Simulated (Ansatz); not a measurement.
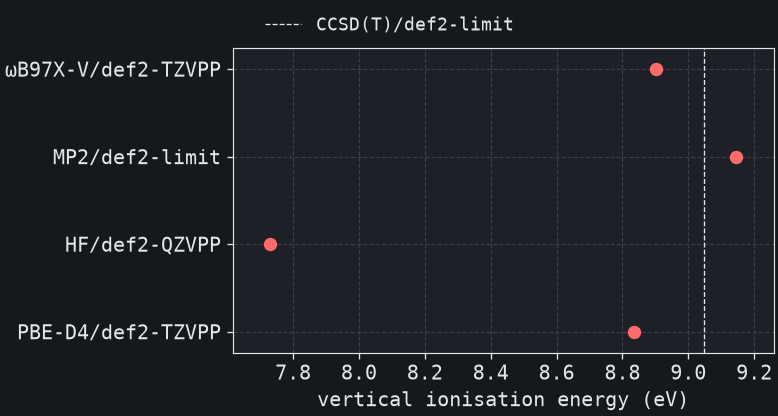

Vertical ionisation energy of CH₄SZn, SMILES C[S][ZnH], singlet, taken as the energy of the cation less that of the neutral at fixed geometry (unrestricted doublet cation, cores frozen in correlated methods, no spin-orbit coupling), the Ansatz code 0.2.0, at a PBE0-D4/def2-TZVP geometry (a minimum by its frequencies). Choice of cores on heavy atoms: Zn/Cu 3s3p. Limit means an estimate of the basis limit from triple and quadruple zeta; for coupled cluster it is either extrapolated directly or built as the MP2 limit plus the step from MP2 in triple zeta.

Question: Which level comes closest to the line (CCSD(T)/def2-limit), and which misses most?

Answer: Closest MP2/def2-limit (9.15 eV), against 9.05 eV; farthest HF/def2-QZVPP (7.73 eV).

Question: Give the values.

Answer:
```csv
level,eV,less CCSD(T)/def2-limit
ωB97X-V/def2-TZVPP,8.90,−0.15
MP2/def2-limit,9.15,0.10
HF/def2-QZVPP,7.73,−1.32
PBE-D4/def2-TZVPP,8.83,−0.21
CCSD(T)/def2-limit,9.05,0.00
```

Limits of at least one run: no scalar relativity up to krypton.
